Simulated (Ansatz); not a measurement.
**Two runs on C₂H₈AlBS**

System: C₂H₈AlBS.
Method of run 1: RKS PBE-QIDH (frozen core)/def2-TZVPP (Ansatz 0.2.0).

The geometry comes from this level: PBE0-D4/def2-TZVP. Text and figures count atoms from 1; the logs count them from 0 in places.

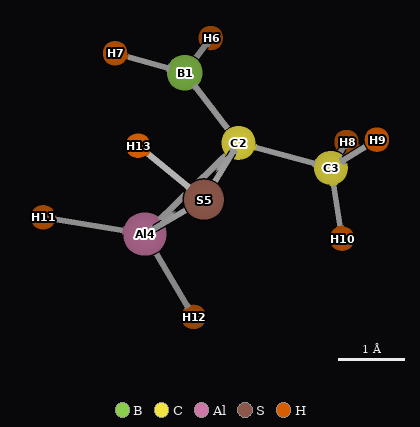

Fig. 1: The input geometry (ball-and-stick view, seen at a tilt; atoms are numbered from 1 in the order of the input). Sticks mark near contacts.

Input file, run 1:
```yaml
crystal:
  periodic: [false, false, false]
  atoms:
    - {symbol: B, position_ang: [0.230867, 0.704983, 1.322345]}
    - {symbol: C, position_ang: [-0.052109, 0.449404, -0.103090]}
    - {symbol: C, position_ang: [-1.377440, 0.543412, -0.812740]}
    - {symbol: Al, position_ang: [0.629275, -1.515036, 0.151808]}
    - {symbol: S, position_ang: [1.303031, 0.251041, -1.318614]}
    - {symbol: H, position_ang: [-0.697939, 0.824671, 2.070922]}
    - {symbol: H, position_ang: [1.356246, 0.733541, 1.738477]}
    - {symbol: H, position_ang: [-2.178918, 0.497404, -0.074139]}
    - {symbol: H, position_ang: [-1.458548, 1.495598, -1.345755]}
    - {symbol: H, position_ang: [-1.541875, -0.258067, -1.540244]}
    - {symbol: H, position_ang: [1.835826, -1.930288, 1.078672]}
    - {symbol: H, position_ang: [-0.340697, -2.494550, -0.621563]}
    - {symbol: H, position_ang: [2.312683, 0.663188, -0.531180]}
basis:
  gaussian: {orbitals: def2-TZVPP}
hamiltonian: {xc: {name: PBE-QIDH}}
```

Command:
```bash
ansatz run in.yaml --threads 4 --pin off --events-out ev --progress --plain --max-ram 10444MiB
```

Hardware: 4 threads of Arm Neoverse V1, 23 GiB of memory available, shared host.

Output (run 1):
```
Functional definition: PBE-QIDH
  parameter a = 3^(-1/3)
  parameter c = 1/3
  exchange = (1 - a)*pbe_x + a*exact_x
  correlation = (1 - c)*pbe_c + c*(mp2_os + mp2_ss)
1662 factors; integrals over basis functions are off by at most 1.2e-3 eV
mean field evaluation 1: about -20286.6235 eV, gradient 3.9e1 eV
mean field evaluation 2: about -20286.8403 eV, gradient 3.9e1 eV
mean field evaluation 4: about -20291.0439 eV, gradient 5.5e0 eV
mean field evaluation 8: about -20291.1247 eV, gradient 3.8e-1 eV
mean field evaluation 16: about -20291.1252 eV, gradient 2.6e-4 eV
mean field -20291.12515638 eV, -745.6850956785 hartree, gradient 6.4e-6 eV, S^2 0.000000; 0 other end points of the search recorded, 0 dependent functions left out
13 core orbitals not correlated: weight in the atoms' cores, before any rotation towards them, 1.000 or more for the frozen orbitals, at most 0.000 for the correlated occupied ones
reference -20291.12517187 eV, -745.6850962476 hartree; 14, 14 occupied and 262, 262 virtual orbitals, 1662 factors
second order -22.51942610 eV of doubles, -0.00000000 eV of singles
Total energy: -20298.63164724 eV, -745.9609541293 hartree
```

The input of run 2 differs as follows (lines with − go, lines with + come):
```diff
-hamiltonian: {xc: {name: PBE-QIDH}}
+hamiltonian: {xc: {name: B2PLYP}}
```

How does run 2 compare with run 1?

The total energies belong to different methods, so their difference says nothing on which is more stable or more accurate. The functional changes from PBE-QIDH to B2PLYP.

Output (run 2):
```
Functional definition: B2PLYP
  parameter a = 0.53
  parameter c = 0.27
  exchange = (1 - a)*b88_x + a*exact_x
  correlation = (1 - c)*lyp_c + c*(mp2_os + mp2_ss)
1662 factors; integrals over basis functions are off by at most 1.2e-3 eV
mean field evaluation 1: about -20292.3133 eV, gradient 4.7e1 eV
mean field evaluation 2: about -20292.4757 eV, gradient 4.7e1 eV
mean field evaluation 4: about -20298.0888 eV, gradient 7.1e0 eV
mean field evaluation 8: about -20298.2077 eV, gradient 5.1e-1 eV
mean field evaluation 16: about -20298.2083 eV, gradient 2.8e-4 eV
mean field -20298.20833799 eV, -745.9453978015 hartree, gradient 3.2e-6 eV, S^2 0.000000; 0 other end points of the search recorded, 0 dependent functions left out
13 core orbitals not correlated: weight in the atoms' cores, before any rotation towards them, 1.000 or more for the frozen orbitals, at most 0.000 for the correlated occupied ones
reference -20298.20853619 eV, -745.9454050852 hartree; 14, 14 occupied and 262, 262 virtual orbitals, 1662 factors
second order -24.30662529 eV of doubles, -0.00000000 eV of singles
Total energy: -20304.77132502 eV, -746.1865831262 hartree
```

The two runs side by side:

| quantity | run 1 | run 2 |
| --- | --- | --- |
| outcome | converged | converged |
| total energy (hartree) | −745.960954 | −746.186583 |
| basis functions | 289 | 289 |
| wall time (shared host) | 8 s | 8.5 s |
